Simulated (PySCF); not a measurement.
## What a change does: NMR shielding calculation on C2H7O2PSi

System: C2H7O2PSi, SMILES CC(=O)O[SiH2]P.
Method of run A: GIAO HF/pcSseg-1 NMR shielding, non-relativistic, gas phase (PySCF 2.14.0).

The geometry comes from this level: PBE0-D3(BJ)/def2-SVP. Text and figures count atoms from 1; the logs count them from 0 in places.

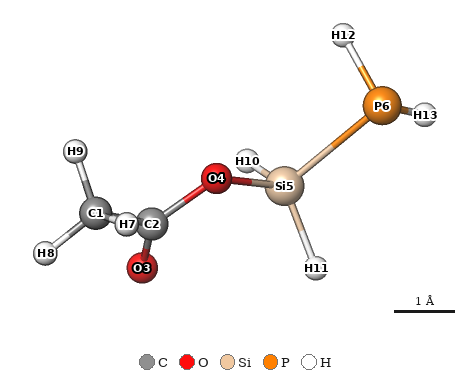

The input geometry (ball-and-stick view, seen at a tilt; atoms are numbered from 1 in the order of the input). Bond lengths as drawn: C–C 1.50 Å, C–H 1.10 Å, C–O 1.21 to 1.34 Å, H–P 1.43 Å, H–Si 1.49 Å, O–Si 1.72 Å and P–Si 2.25 Å.

### Input file, run A
```
{"job": {"kind": "nmr", "xc": "HF", "basis": "pcSseg-1", "pop": false}, "charge": 0, "multiplicity": 1}
C      2.505742     0.498339    -0.098245
C      1.301786    -0.372502     0.080018
O      1.317948    -1.548929     0.343344
O      0.148472     0.293061    -0.080314
Si    -1.296454    -0.620736     0.116496
P     -2.889466     0.896657    -0.373979
H      2.468485     0.985533    -1.083228
H      3.418715    -0.098852     0.000397
H      2.493048     1.297867     0.657300
H     -1.361577    -1.145496     1.507312
H     -1.358468    -1.715958    -0.888354
H     -2.848557     1.501335     0.920486
H     -3.933452    -0.012212    -0.010705
```

The first line tells a small driver script what to run in PySCF; the rest is the geometry in Å.

Launched with:
```bash
OMP_NUM_THREADS=1 python <driver script> task.json out
```

Hardware: 1 CPU thread, shared host.

### Output (run A)
```
final grid: 106288 points
cycle   1  E = -859.0259069845  dE =  8.238e-01  |g| = 8.483e-01  |ddm| = 3.085e+00
cycle   2  E = -859.1373164476  dE = -1.114e-01  |g| = 5.831e-01  |ddm| = 8.826e-01
cycle   3  E = -859.1955951346  dE = -5.828e-02  |g| = 7.762e-02  |ddm| = 3.609e-01
cycle   4  E = -859.1978326190  dE = -2.237e-03  |g| = 3.724e-02  |ddm| = 1.042e-01
cycle   5  E = -859.1982035222  dE = -3.709e-04  |g| = 9.861e-03  |ddm| = 4.039e-02
cycle   6  E = -859.1982574282  dE = -5.391e-05  |g| = 4.369e-03  |ddm| = 1.648e-02
cycle   7  E = -859.1982706249  dE = -1.320e-05  |g| = 1.427e-03  |ddm| = 1.012e-02
cycle   8  E = -859.1982720401  dE = -1.415e-06  |g| = 4.240e-04  |ddm| = 3.023e-03
cycle   9  E = -859.1982721620  dE = -1.220e-07  |g| = 1.017e-04  |ddm| = 8.973e-04
cycle  10  E = -859.1982721696  dE = -7.547e-09  |g| = 2.778e-05  |ddm| = 2.543e-04
cycle  11  E = -859.1982721701  dE = -4.984e-10  |g| = 6.944e-06  |ddm| = 7.188e-05
converged SCF energy = -859.1982721701

GIAO shielding tensors (ppm)
atom      isotropic    diamagn.    paramagn.     s11        s22        s33       span
  0 C      168.389     244.944     -76.554    148.788    160.182    196.197     47.409
  1 C        9.748     247.598    -237.850   -105.229     43.278     91.195    196.423
  2 O     -114.845     402.695    -517.540   -388.186   -236.453    280.104    668.289
  3 O      160.998     405.841    -244.843      2.600    211.853    268.541    265.941
  4 Si     404.389     876.877    -472.489    361.447    407.383    444.336     82.888
  5 P      615.094     965.660    -350.566    563.579    594.184    687.518    123.939
  6 H       29.460      28.024       1.436     25.476     28.553     34.352      8.876
  7 H       29.710      26.796       2.914     25.135     27.996     35.998     10.863
  8 H       29.474      27.991       1.483     25.667     28.376     34.380      8.713
  9 H       26.612      30.456      -3.844     22.468     26.070     31.297      8.829
 10 H       26.883      30.143      -3.260     23.058     26.045     31.546      8.488
 11 H       29.897      30.424      -0.526     24.974     27.181     37.536     12.562
 12 H       30.466      29.025       1.440     25.811     26.918     38.668     12.857
```

The input of run B differs as follows (lines with − go, lines with + come):
```diff
-"xc": "HF"
+"xc": "PBE"
```

What does this change do to the results?

The total energies belong to different methods, so their difference says nothing on which is more stable or more accurate. The HOMO goes from −10.31 to −6.51 eV. The LUMO goes from 3.45 to −1.16 eV. The dipole moment goes from 1.48 to 1.31 D. Of all shieldings, the largest change is that of Si5, by −64.0 ppm. The method changes from HF to PBE. Exact exchange removes part of the self-interaction error of semilocal functionals, which pushes filled and empty levels apart. The SCF takes 15 iterations against 11.

### Output (run B)
```
coarse grid: 11936 points
cycle   1  E = -860.8889843562  dE =  6.294e-01  |g| = 1.041e+00  |ddm| = 3.229e+00
cycle   2  E = -859.9267425848  dE =  9.622e-01  |g| = 2.360e+00  |ddm| = 2.803e+00
cycle   3  E = -861.0246680740  dE = -1.098e+00  |g| = 5.613e-01  |ddm| = 2.416e+00
cycle   4  E = -861.0827431083  dE = -5.808e-02  |g| = 1.798e-01  |ddm| = 4.762e-01
cycle   5  E = -861.0873261748  dE = -4.583e-03  |g| = 7.572e-02  |ddm| = 1.690e-01
cycle   6  E = -861.0885950236  dE = -1.269e-03  |g| = 1.289e-02  |ddm| = 6.800e-02
cycle   7  E = -861.0886366172  dE = -4.159e-05  |g| = 3.135e-03  |ddm| = 1.579e-02
cycle   8  E = -861.0886393099  dE = -2.693e-06  |g| = 9.263e-04  |ddm| = 4.859e-03
final grid: 106288 points
cycle   9  E = -861.1624832462  dE =  1.172e-05  |g| = 1.851e-02  |ddm| = 2.769e-02
cycle  10  E = -861.1622290951  dE =  2.542e-04  |g| = 4.139e-02  |ddm| = 3.713e-02
cycle  11  E = -861.1625366214  dE = -3.075e-04  |g| = 6.640e-03  |ddm| = 2.739e-02
cycle  12  E = -861.1625448140  dE = -8.193e-06  |g| = 1.126e-03  |ddm| = 4.746e-03
cycle  13  E = -861.1625450436  dE = -2.296e-07  |g| = 2.741e-04  |ddm| = 9.657e-04
cycle  14  E = -861.1625450638  dE = -2.014e-08  |g| = 3.216e-05  |ddm| = 3.432e-04
cycle  15  E = -861.1625450641  dE = -3.174e-10  |g| = 7.171e-06  |ddm| = 5.726e-05
converged SCF energy = -861.1625450641

GIAO shielding tensors (ppm)
atom      isotropic    diamagn.    paramagn.     s11        s22        s33       span
  0 C      158.406     247.934     -89.528    136.928    148.962    189.329     52.401
  1 C        6.476     250.893    -244.416    -87.840     39.442     67.828    155.668
  2 O     -136.252     403.418    -539.670   -376.501   -251.424    219.168    595.668
  3 O      109.025     402.728    -293.702    -41.031    153.382    214.725    255.756
  4 Si     340.340     881.450    -541.110    270.745    348.702    401.572    130.827
  5 P      578.765     967.354    -388.589    519.047    567.400    649.848    130.801
  6 H       28.973      28.363       0.611     25.309     28.480     33.131      7.822
  7 H       29.484      26.783       2.701     25.453     27.955     35.045      9.591
  8 H       28.990      28.321       0.669     25.498     28.309     33.163      7.665
  9 H       25.326      30.231      -4.905     21.223     24.944     29.812      8.589
 10 H       25.751      29.780      -4.029     22.090     24.980     30.182      8.092
 11 H       29.330      29.612      -0.281     24.651     26.742     36.598     11.947
 12 H       29.833      28.189       1.644     25.352     26.491     37.657     12.305
```

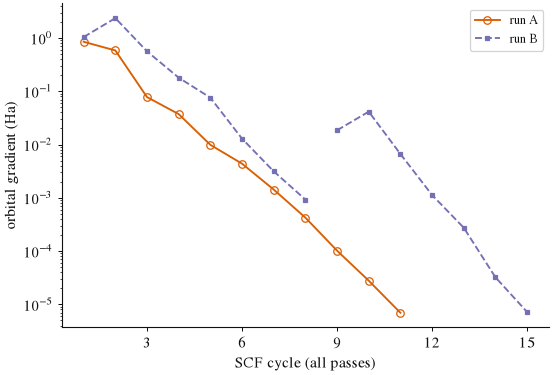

Convergence of the two runs: orbital gradient against the SCF cycle. A break in a curve parts two SCF passes (coarse and final grid). Run A takes 11 cycles in all, and run B takes 15.

### The two runs side by side

| quantity | run A | run B |
| --- | --- | --- |
| outcome | converged | converged |
| total energy (hartree) | −859.198272 | −861.162545 |
| HOMO (eV) | −10.31 | −6.51 |
| LUMO (eV) | 3.45 | −1.16 |
| dipole moment (D) | 1.48 | 1.31 |
| shielding of C1 (ppm) | 168.4 | 158.4 |
| shielding of C2 (ppm) | 9.7 | 6.5 |
| shielding of O3 (ppm) | −114.8 | −136.3 |
| shielding of O4 (ppm) | 161.0 | 109.0 |
| shielding of Si5 (ppm) | 404.4 | 340.3 |
| shielding of P6 (ppm) | 615.1 | 578.8 |
| shielding of H10 (ppm) | 26.6 | 25.3 |
| SCF iterations | 11 | 15 |
| basis functions | 151 | 151 |
| wall time (shared host) | 6.5 s | 16 s |
